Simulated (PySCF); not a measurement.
## Electronic structure of C5H11NO2Si in real space

```xyz
20

N    -2.5855    0.3705   -0.9434
C    -2.5704   -0.1901    0.3967
C    -1.2568   -0.9228    0.6471
Si    0.2371    0.2360    0.6173
C     1.2071    0.4327   -1.0127
C     2.6480    0.2513   -0.5439
C     2.6729   -0.5246    0.7588
O     3.6336   -1.0716    1.2141
O     1.4955   -0.5188    1.3912
H    -3.4830    0.8021   -1.1364
H    -1.8716    1.0857   -1.0306
H    -2.7148    0.5680    1.1849
H    -3.4028   -0.8975    0.4587
H    -1.3109   -1.4161    1.6175
H    -1.1558   -1.7045   -0.1071
H     0.0376    1.5084    1.3211
H     0.9421   -0.3498   -1.7244
H     1.0805    1.3828   -1.5259
H     3.1039    1.2183   -0.3160
H     3.2881   -0.2493   -1.2700
```

Geometry: GFN2-xTB.

Theory: PBE0/pcSseg-1, SCF density, gas phase, non-relativistic (PySCF).

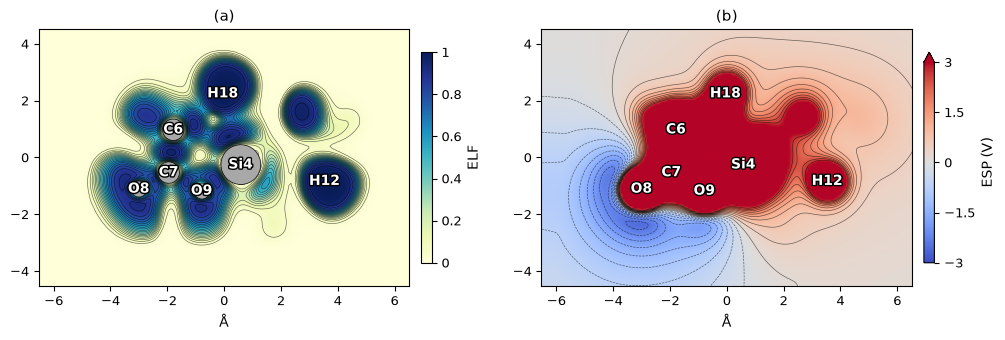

Figure 1. (a) ELF; (b) electrostatic potential on the plane of atoms C6, C7 and O8. Grey discs cover the atomic cores in the ELF map.

> Describe what can be read from this map.

- The section cuts through Si, C, O and H sites.
- C–O (1.20 Å): the ELF peaks at about 0.85 between the atoms; a short, multiple covalent bond.
- C–C (1.52 Å): the ELF peaks at about 0.95 between the atoms, as expected for localised, covalent bonding.
- Si–O (1.66 Å): the ELF peaks at about 0.90 between the atoms, as expected for a polar covalent bond.
- C–O (1.34 Å): the ELF peaks at about 0.85 between the atoms (a shared but strongly polarised pair).
- The ELF also peaks beside O8 and O9, away from the bonds: lone-pair regions.
- Outside the dense part of the molecule the potential is most negative (−2.5 V) near O8.

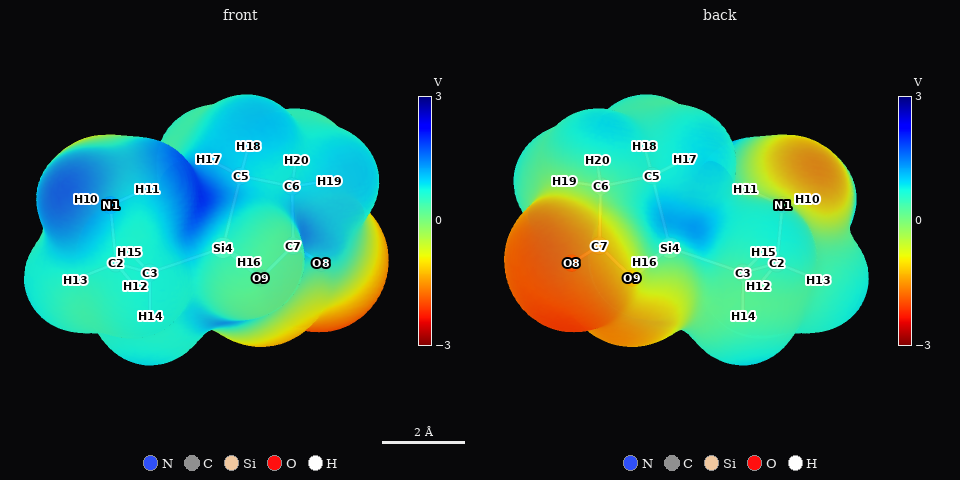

Figure 2. The electrostatic potential painted on the density surface at 0.002 e/bohr³, seen from the front and from behind; the colour scale runs from red (negative) to blue (positive).

> Describe the electrostatic potential map.

The most negative region (about −2.1 V) lies over O8, the most positive (about +1.9 V) over Si4 and H11. O8 is the likeliest acceptor of a hydrogen bond.

> What dipole moment does the calculation give?

Its dipole moment is 5.21 D.
